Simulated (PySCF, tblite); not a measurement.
# C₄H₁₁AlSi: geometry, infrared bands and NMR shifts

What infrared bands and NMR shifts should C₄H₁₁AlSi (`C=[CH][Al]([CH3])[CH2][SiH3]`) show?

The runs use tblite 0.8.0 and PySCF 2.14.0, with density-fitted response routines of our own; the level of theory stands in each step. All values are computed, except where a source is named. Atoms are numbered from 0 throughout.

## 1. Starting geometry

17 atoms, charge 0, multiplicity 1; geometry from: force field or distance geometry start.

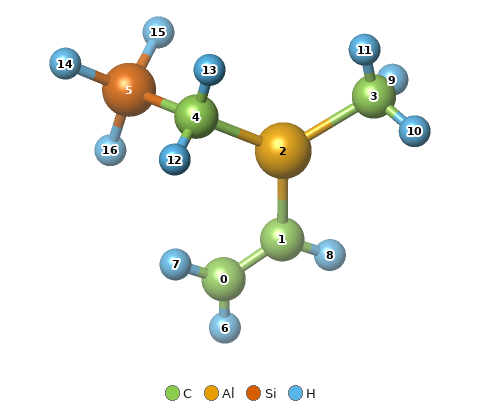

The starting geometry (carbon green, aluminium amber, silicon orange, hydrogen blue), atoms numbered.

## 2. Geometry optimisation with GFN2-xTB

Job settings and geometry (Å):

```
{"job": {"kind": "relax", "xc": "GFN2-xTB", "basis": "xTB"}, "charge": 0, "multiplicity": 1}
C     -1.199500    -2.262600     0.561100
C     -1.533500    -0.997600     0.855400
Al    -0.615100     0.530100     0.020600
C     -1.233000     2.391700     0.412400
C      0.867100     0.242500    -1.261000
Si     2.333400    -0.481000    -0.376500
H     -1.725100    -3.079300     1.040600
H     -0.431300    -2.476400    -0.165100
H     -2.305700    -0.806400     1.591600
H     -1.120700     2.580200     1.510800
H     -2.301800     2.490700     0.134300
H     -0.622700     3.104200    -0.153200
H      0.534000    -0.446700    -2.060000
H      1.162100     1.216500    -1.717800
H      3.433800    -0.672000    -1.328100
H      2.772400     0.446800     0.693900
H      1.978700    -1.768700     0.231300
```

Launch:

```bash
$ OMP_NUM_THREADS=1 python probes_run.py task.json out
```

This one command runs all jobs of the session in turn.

**Question.** This job is followed by: GFN2-xTB harmonic vibrations, gas phase; GIAO PBE0/pcSseg-1 NMR shielding, non-relativistic, gas phase. What will the session give for the following? strongest single infrared mode (GFN2-xTB); zero-point energy (GFN2-xTB); 13C shifts against TMS (PBE0/pcSseg-1); 1H shifts against TMS (PBE0/pcSseg-1, means over atoms taken as alike); 27Al shifts against AlH4- (PBE0/pcSseg-1); 29Si shifts against TMS (PBE0/pcSseg-1).

As calculated:

```
                                                              quantity                                    value
                             strongest single infrared mode (GFN2-xTB)                    2198 cm⁻¹, 460 km/mol
                                          zero-point energy (GFN2-xTB)                            76.7 kcal/mol
                                13C shifts against TMS (PBE0/pcSseg-1)            154.0, 152.7, -5.9, -11.2 ppm
1H shifts against TMS (PBE0/pcSseg-1, means over atoms taken as alike)  7.02, 6.89, 6.50, 4.13, 0.12, -0.05 ppm
                             27Al shifts against AlH4- (PBE0/pcSseg-1)                                199.6 ppm
                               29Si shifts against TMS (PBE0/pcSseg-1)                                -76.2 ppm
```

In words: The optimisation took 59 steps and gained 0.139 eV; among the close pairs (by a distance rule), C4–Si5 changed most, from 1.859 to 1.902 Å. The lowest mode is imaginary (40i cm⁻¹), so the xTB geometry is not a minimum. The strongest single mode, at 2198 cm⁻¹, moves mainly H14. Unscaled tight-binding wavenumbers are off by several per cent, some by more. Its intensities can rank the bands wrongly. The most deshielded carbon is C1 (alkene CH), at 154.0 ppm: as expected for a trigonal carbon in a double bond.
